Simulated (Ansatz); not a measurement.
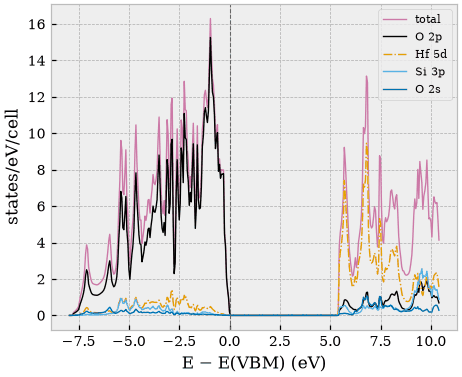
Figure: Total and projected density of states of HfSiO₄ in space group I4_1/amd (No. 141; Hf on 4a, Si on 4b, O on 16h), LDA (plane waves, PAW; program Ansatz)

Question: Which orbitals carry the states next to the gap?

Answer: Top 1 eV of the valence band: O 2p 96 %. Bottom 1 eV of the conduction band: Hf 5d 75 %, O 2p 11 %, Si 3p 6 %. Projections are on Löwdin-orthogonalised atomic valence shells; empty p or d shells of many metals are not among them.

Question: Where is the tallest occupied peak in this window, and what makes it?

Answer: Near -1.0 eV, about 16 states/eV per cell; the largest projected share is O 2p.

The LDA relaxation kept the symmetry of its start. The run is not spin-polarised. Scalar-relativistic: spin–orbit coupling is off unless named, which matters more the heavier the elements.

Potentials: the later of the program's two PAW sets.
